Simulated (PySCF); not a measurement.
# Hydrogen peroxide (H2O2): NMR shifts and electronic excitations at several levels of theory, part 2 of 2

PySCF 2.14.0. Atoms count from 0.

### 11 Excited states and response: PBE/def2-SVPD

The job: settings as JSON, then the geometry in Å.

```
{"job": {"kind": "uv", "xc": "PBE", "basis": "def2-SVPD", "ip": true}, "charge": 0, "multiplicity": 1}
O     -0.410446     0.241330     0.578937
O      0.405395     0.242398    -0.582078
H     -1.179303    -0.252550     0.263135
H      1.184354    -0.231177    -0.259995
```

Method: TDDFT PBE/def2-SVPD, vertical, gas phase, core orbitals frozen in the response.

Standard output:

```text
coarse grid: 3416 points
cycle   1  E = -151.1985289184  dE =  1.775e-01  |g| = 5.169e-01  |ddm| = 1.905e+00
cycle   2  E = -151.1019372270  dE =  9.659e-02  |g| = 8.711e-01  |ddm| = 1.225e+00
cycle   3  E = -151.2534168773  dE = -1.515e-01  |g| = 7.540e-02  |ddm| = 7.552e-01
cycle   4  E = -151.2544750148  dE = -1.058e-03  |g| = 9.619e-03  |ddm| = 6.715e-02
cycle   5  E = -151.2544922000  dE = -1.719e-05  |g| = 1.554e-03  |ddm| = 9.247e-03
cycle   6  E = -151.2544926316  dE = -4.316e-07  |g| = 3.801e-04  |ddm| = 1.272e-03
final grid: 33160 points
cycle   7  E = -151.2948360586  dE = -1.781e-05  |g| = 5.465e-03  |ddm| = 2.133e-02
cycle   8  E = -151.2948274089  dE =  8.650e-06  |g| = 8.561e-03  |ddm| = 1.136e-02
cycle   9  E = -151.2948416081  dE = -1.420e-05  |g| = 7.967e-04  |ddm| = 6.897e-03
cycle  10  E = -151.2948416645  dE = -5.640e-08  |g| = 6.092e-04  |ddm| = 8.581e-04
cycle  11  E = -151.2948417328  dE = -6.832e-08  |g| = 5.939e-05  |ddm| = 4.053e-04
cycle  12  E = -151.2948417335  dE = -6.769e-10  |g| = 2.596e-06  |ddm| = 5.764e-05
converged SCF energy = -151.2948417335

Static polarisability (au): isotropic 15.349, principal 13.303 13.823 18.922

Singlet excitations
state   eV       nm        f      main configurations
  1   5.8009    213.7   0.00824   H->L 0.98
  2   6.0685    204.3   0.00357   H->L+1 1.00
  3   7.2025    172.1   0.01769   H-1->L 0.97
  4   7.4034    167.5   0.00142   H->L+2 0.74, H-1->L+1 0.24
  5   7.4249    167.0   0.00866   H-1->L+1 0.76, H->L+2 0.24
  6   8.7477    141.7   0.01049   H->L+3 0.99
  7   8.7958    141.0   0.01913   H-1->L+2 0.92
  8   8.9635    138.3   0.04299   H->L+4 0.92
  9   9.6603    128.3   0.00161   H->L+5 0.99
 10  10.0007    124.0   0.08218   H-2->L 0.48, H-1->L+3 0.45

Triplet excitations (Tamm-Dancoff, eV): 4.7956 5.8087 6.1146 7.0157
Vertical ionisation energy (delta-SCF) = 11.1743 eV
```

Wall time 2.8 s (1 thread, shared host).

Key values: HOMO -6.32 eV, LUMO -0.95 eV; lowest singlet 5.80 eV.

### 12 Excited states and response: B3LYP/def2-SVPD

The job: settings as JSON, then the geometry in Å.

```
{"job": {"kind": "uv", "xc": "B3LYP", "basis": "def2-SVPD", "ip": true}, "charge": 0, "multiplicity": 1}
O     -0.410446     0.241330     0.578937
O      0.405395     0.242398    -0.582078
H     -1.179303    -0.252550     0.263135
H      1.184354    -0.231177    -0.259995
```

With the program's defaults for keys left out, this is: TDDFT B3LYP/def2-SVPD, vertical, gas phase, core orbitals frozen in the response.

Standard output:

```text
coarse grid: 3416 points
cycle   1  E = -151.3691299446  dE =  1.249e-01  |g| = 4.645e-01  |ddm| = 1.882e+00
cycle   2  E = -151.3487236413  dE =  2.041e-02  |g| = 5.778e-01  |ddm| = 9.331e-01
cycle   3  E = -151.4128124165  dE = -6.409e-02  |g| = 6.033e-02  |ddm| = 4.926e-01
cycle   4  E = -151.4134622891  dE = -6.499e-04  |g| = 4.449e-03  |ddm| = 4.572e-02
cycle   5  E = -151.4134658758  dE = -3.587e-06  |g| = 6.865e-04  |ddm| = 3.763e-03
final grid: 33160 points
cycle   6  E = -151.4466650215  dE = -1.278e-05  |g| = 9.057e-04  |ddm| = 1.268e-02
cycle   7  E = -151.4466651001  dE = -7.864e-08  |g| = 7.686e-04  |ddm| = 1.283e-03
cycle   8  E = -151.4466651999  dE = -9.978e-08  |g| = 2.825e-04  |ddm| = 6.991e-04
cycle   9  E = -151.4466652122  dE = -1.228e-08  |g| = 1.191e-04  |ddm| = 2.431e-04
cycle  10  E = -151.4466652145  dE = -2.334e-09  |g| = 3.522e-05  |ddm| = 9.014e-05
cycle  11  E = -151.4466652148  dE = -2.272e-10  |g| = 1.751e-06  |ddm| = 2.723e-05
converged SCF energy = -151.4466652148

Static polarisability (au): isotropic 14.819, principal 12.515 13.209 18.732

Singlet excitations
state   eV       nm        f      main configurations
  1   6.1249    202.4   0.00551   H->L 0.94
  2   6.7201    184.5   0.00330   H->L+1 0.99
  3   7.5419    164.4   0.01805   H-1->L 0.94
  4   7.8973    157.0   0.01251   H->L+2 0.54, H-1->L+1 0.40
  5   8.1052    153.0   0.00056   H-1->L+1 0.59, H->L+2 0.39
  6   9.3459    132.7   0.02499   H-1->L+2 0.89
  7   9.4650    131.0   0.01421   H->L+4 0.94
  8   9.6583    128.4   0.05278   H->L+3 0.93
  9  10.3971    119.2   0.01951   H->L+5 0.87
 10  10.4631    118.5   0.08553   H-2->L 0.59, H-1->L+4 0.18, H->L+5 0.11

Triplet excitations (Tamm-Dancoff, eV): 5.0398 6.3348 6.4529 7.5423
Vertical ionisation energy (delta-SCF) = 11.5294 eV
```

Run time: 2.6 s. Hardware: 1 thread, shared host.

Key values: HOMO -7.95 eV, LUMO -0.10 eV; lowest singlet 6.12 eV.

### 13 Excited states and response: PBE0/def2-SVPD

The job: settings as JSON, then the geometry in Å.

```
{"job": {"kind": "uv", "xc": "PBE0", "basis": "def2-SVPD", "ip": true}, "charge": 0, "multiplicity": 1}
O     -0.410446     0.241330     0.578937
O      0.405395     0.242398    -0.582078
H     -1.179303    -0.252550     0.263135
H      1.184354    -0.231177    -0.259995
```

Method: TDDFT PBE0/def2-SVPD, vertical, gas phase, core orbitals frozen in the response.

Standard output:

```text
coarse grid: 3416 points
cycle   1  E = -151.2178762327  dE =  1.056e-01  |g| = 4.215e-01  |ddm| = 1.884e+00
cycle   2  E = -151.2150859133  dE =  2.790e-03  |g| = 4.503e-01  |ddm| = 7.721e-01
cycle   3  E = -151.2537000057  dE = -3.861e-02  |g| = 5.585e-02  |ddm| = 3.847e-01
cycle   4  E = -151.2542581564  dE = -5.582e-04  |g| = 3.928e-03  |ddm| = 4.024e-02
cycle   5  E = -151.2542610176  dE = -2.861e-06  |g| = 5.781e-04  |ddm| = 3.439e-03
final grid: 33160 points
cycle   6  E = -151.2846729103  dE = -1.226e-05  |g| = 3.549e-03  |ddm| = 1.636e-02
cycle   7  E = -151.2846720550  dE =  8.553e-07  |g| = 4.117e-03  |ddm| = 6.112e-03
cycle   8  E = -151.2846752835  dE = -3.228e-06  |g| = 1.988e-04  |ddm| = 3.123e-03
cycle   9  E = -151.2846752900  dE = -6.482e-09  |g| = 7.658e-05  |ddm| = 1.902e-04
cycle  10  E = -151.2846752905  dE = -5.014e-10  |g| = 5.680e-05  |ddm| = 8.080e-05
cycle  11  E = -151.2846752911  dE = -5.859e-10  |g| = 1.511e-06  |ddm| = 3.623e-05
converged SCF energy = -151.2846752911

Static polarisability (au): isotropic 14.542, principal 12.294 12.958 18.373

Singlet excitations
state   eV       nm        f      main configurations
  1   6.2648    197.9   0.00483   H->L 0.91
  2   7.0212    176.6   0.00344   H->L+1 0.99
  3   7.7137    160.7   0.01784   H-1->L 0.91
  4   8.1671    151.8   0.01418   H->L+2 0.56, H-1->L+1 0.35
  5   8.4252    147.2   0.00046   H-1->L+1 0.64, H->L+2 0.33
  6   9.6397    128.6   0.02557   H-1->L+2 0.85
  7   9.7284    127.4   0.01479   H->L+4 0.89
  8   9.9331    124.8   0.05724   H->L+3 0.92
  9  10.6779    116.1   0.03563   H->L+5 0.72, H-2->L 0.11, H-1->L+4 0.10
 10  10.7296    115.6   0.07090   H-2->L 0.50, H->L+5 0.25, H-1->L+4 0.14

Triplet excitations (Tamm-Dancoff, eV): 5.0857 6.4064 6.7104 7.7719
Vertical ionisation energy (delta-SCF) = 11.4651 eV
```

Run time: 2.5 s. Hardware: 1 thread, shared host.

This run: HOMO -8.21 eV, LUMO 0.32 eV; lowest singlet 6.26 eV.

### 14 Excited states and response: BHandHLYP/def2-SVPD

The job: settings as JSON, then the geometry in Å.

```
{"job": {"kind": "uv", "xc": "BHandHLYP", "basis": "def2-SVPD", "ip": true}, "charge": 0, "multiplicity": 1}
O     -0.410446     0.241330     0.578937
O      0.405395     0.242398    -0.582078
H     -1.179303    -0.252550     0.263135
H      1.184354    -0.231177    -0.259995
```

Method: TDDFT BHandHLYP/def2-SVPD, vertical, gas phase, core orbitals frozen in the response.

Standard output:

```text
coarse grid: 3416 points
cycle   1  E = -151.3090992905  dE =  4.645e-02  |g| = 3.792e-01  |ddm| = 1.861e+00
cycle   2  E = -151.3253560096  dE = -1.626e-02  |g| = 2.648e-01  |ddm| = 5.890e-01
cycle   3  E = -151.3379516588  dE = -1.260e-02  |g| = 4.877e-02  |ddm| = 2.328e-01
cycle   4  E = -151.3383820564  dE = -4.304e-04  |g| = 3.774e-03  |ddm| = 3.495e-02
cycle   5  E = -151.3383867839  dE = -4.728e-06  |g| = 6.179e-04  |ddm| = 4.264e-03
final grid: 33160 points
cycle   6  E = -151.3599208616  dE = -5.788e-06  |g| = 9.408e-04  |ddm| = 9.373e-03
cycle   7  E = -151.3599210214  dE = -1.598e-07  |g| = 6.677e-04  |ddm| = 1.206e-03
cycle   8  E = -151.3599211065  dE = -8.508e-08  |g| = 1.372e-04  |ddm| = 5.612e-04
cycle   9  E = -151.3599211124  dE = -5.848e-09  |g| = 2.974e-05  |ddm| = 1.536e-04
cycle  10  E = -151.3599211125  dE = -1.652e-10  |g| = 1.852e-05  |ddm| = 3.278e-05
converged SCF energy = -151.3599211125

Static polarisability (au): isotropic 14.134, principal 11.595 12.403 18.403

Singlet excitations
state   eV       nm        f      main configurations
  1   6.5318    189.8   0.00294   H->L+1 0.64, H->L+4 0.28
  2   7.6494    162.1   0.00337   H->L 0.95
  3   8.0133    154.7   0.01964   H-1->L+1 0.64, H-1->L+4 0.24
  4   8.6355    143.6   0.01435   H-1->L 0.42, H->L+2 0.27, H->L+1 0.14
  5   9.1407    135.6   0.00261   H-1->L 0.54, H->L+2 0.29, H->L+1 0.10
  6  10.2235    121.3   0.02925   H-1->L+2 0.53, H-1->L+1 0.22, H-1->L+4 0.14
  7  10.4912    118.2   0.02065   H->L+4 0.51, H->L+2 0.34, H->L+1 0.09
  8  10.6035    116.9   0.09447   H->L+3 0.84
  9  11.1386    111.3   0.11001   H-2->L+1 0.45, H-2->L+4 0.12, H-1->L+4 0.09
 10  11.4454    108.3   0.00074   H->L+5 0.86

Triplet excitations (Tamm-Dancoff, eV): 5.3272 6.6210 7.3051 8.2444
Vertical ionisation energy (delta-SCF) = 11.6894 eV
```

It took 2.6 s on 1 thread, shared host.

In short: HOMO -10.11 eV, LUMO 0.98 eV; lowest singlet 6.53 eV.

### 15 Comparing the runs: NMR shifts

Shifts (ppm), means over like atoms, with basis size and wall time (the measured row can stand on another reference than the computed rows):

```tsv
run	H2	O0	functions	time
PBE0/cc-pVDZ	4.60	191.6	38	1 s
PBE0/cc-pVTZ	5.29	193.4	88	1.9 s
PBE0/aug-cc-pVDZ	5.36	180.5	64	1.4 s
PBE0/IGLO-III	5.43	192.8	90	1.9 s
PBE0/pcSseg-0	4.91	221.7	22	0.7 s
PBE0/pcSseg-3	5.71	192.0	210	7.4 s
measured	–	210.1	–	–
```

Measured: water; Olsson, Cremer, J. Phys. Chem. 1996, 100, 16881.

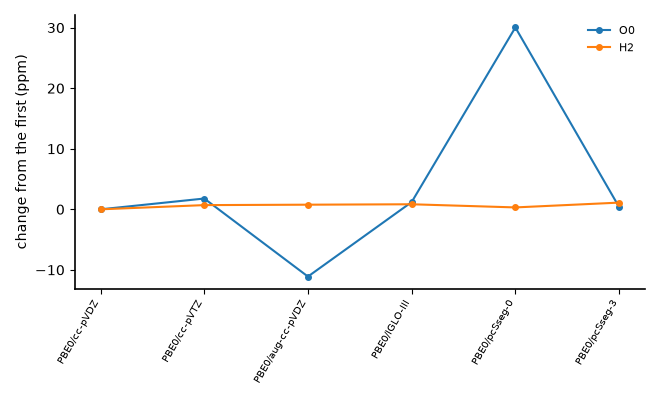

How the tabulated atoms move from run to run.

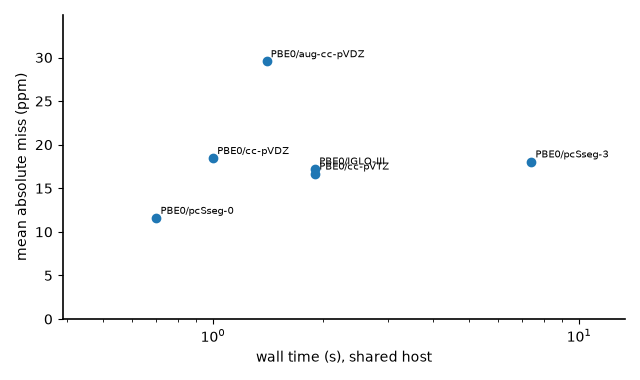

Cost against miss for the one measured 17O shift.

### 16 Run by run: electronic excitations

Excitations and ground-state properties, with basis size and wall time:

```tsv
run	lowest singlet (eV)	brightest (eV)	f	gap (eV)	α (Å³)	μ (D)	functions	time
HF/def2-SVPD	7.07	11.70	0.272	15.81	2.02	1.77	62	0.7 s
LDA/def2-SVPD	5.83	10.12	0.087	5.30	2.27	1.65	62	1.8 s
PBE/def2-SVPD	5.80	10.00	0.082	5.37	2.27	1.60	62	2.8 s
B3LYP/def2-SVPD	6.12	10.46	0.086	7.85	2.20	1.65	62	2.6 s
PBE0/def2-SVPD	6.26	10.73	0.071	8.53	2.15	1.65	62	2.5 s
BHandHLYP/def2-SVPD	6.53	11.14	0.110	11.09	2.09	1.71	62	2.6 s
```

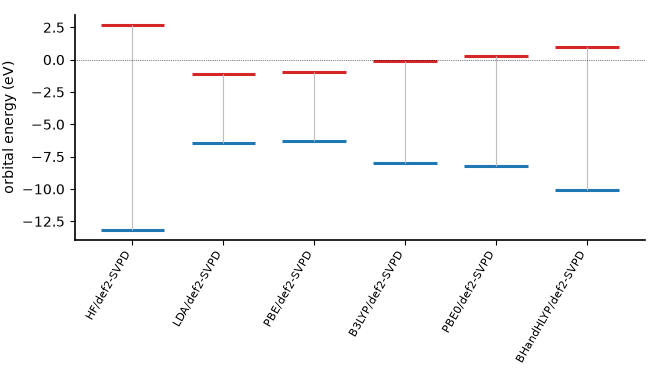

HOMO (blue) and LUMO (red) run by run.

Measured dipole: 1.77 D (gas; NIST CCCBDB Release 22 (SRD 101), experimental dipoles).

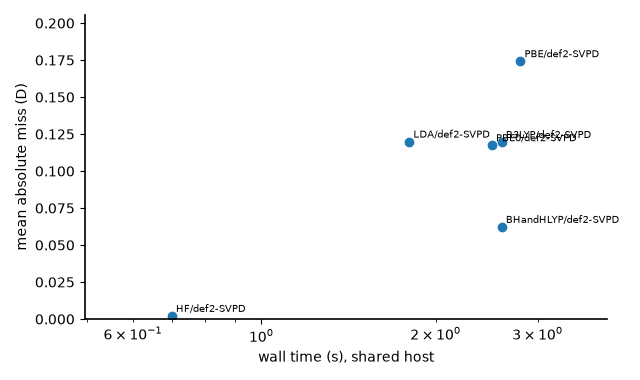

Cost against miss for the measured dipole.

### 17 Outcome

This closing draws on all 2 parts.

| quantity | value |
| --- | --- |
| point group | C2 |
| rotational constants (main isotopes) | 305.02, 27.64, 26.52 GHz |
| 1H shifts against TMS (PBE0/cc-pVDZ, means over atoms taken as alike) | 4.60 ppm |
| 17O shifts against H2O (PBE0/cc-pVDZ, means over atoms taken as alike) | 191.6 ppm |
| measured, and computed on the same scale | O0 δ 210.1, 191.6 ppm |
| lowest singlet (HF/def2-SVPD) | 7.07 eV (175 nm), f = 0.001 |
| brightest single state of those computed | state 7, 11.70 eV, f = 0.272 |
| lowest triplet | 5.75 eV |
| vertical ionisation energy (ΔSCF) | 11.21 eV |
| range of the shift of O0 | 180.5 to 221.7 ppm |
| range of the lowest singlet | 5.80 to 7.07 eV |

In words: Single values in the summary come from the first run of each kind that ended normally (PBE0/cc-pVDZ; HF/def2-SVPD), which need not be the best level. The optimisation took 7 steps and gained 0.037 eV; among the close pairs (by a distance rule), O0–O1 changed most, from 1.454 to 1.419 Å. Vibration, temperature and solvent are missing from the calculation, so part of the miss against the measured shifts is not the functional's. At HF/def2-SVPD, the highest states lie near or above the ionisation energy, where they hang on the basis. The lowest singlet runs from 5.80 eV (PBE/def2-SVPD) to 7.07 eV (HF/def2-SVPD), while the orbital gap spans 5.30 to 15.81 eV: the excitation energy moves far less from run to run than the orbital gap does. The lowest state need not be the same one in every run. The runs solved for a few states only, so the brightest column depends on that window. For the measured dipole, HF/def2-SVPD misses least (0.00 D, 0.7 s) and PBE/def2-SVPD most (0.17 D, 2.8 s). One molecule ranks no method: errors cancel, and vibration and temperature are missing from all runs.
